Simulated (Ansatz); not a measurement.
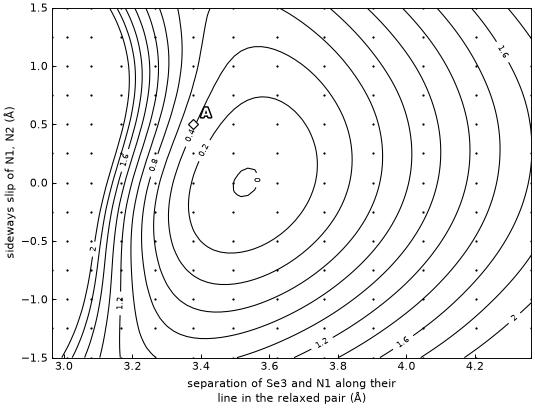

The pair N₂···H₂Se. The first coordinate is: separation of Se3 and N1 along their line in the relaxed pair; the second: sideways slip of N1, N2. Nothing is relaxed (both partners rigid). Grid: 13 × 13 points. Points are written as (first, second). Energies: kJ/mol, counted from the lowest grid point. Method: Ansatz 0.2.0, RKS PBE0-D4/def2-TZVPD.

The picture shows contour lines labelled in kJ/mol (none above 2), dots at the grid points, the point A. Between grid points the surface is interpolated.

> Which way does the force act at A, and how strong is it?

A, at (3.376 Å, 0.50 Å), is not a stationary point. The computed force is 3.9 kJ/mol for each Å towards larger values of the first coordinate and 0.59 kJ/mol for each Å towards smaller values of sideways slip of N1, N2.
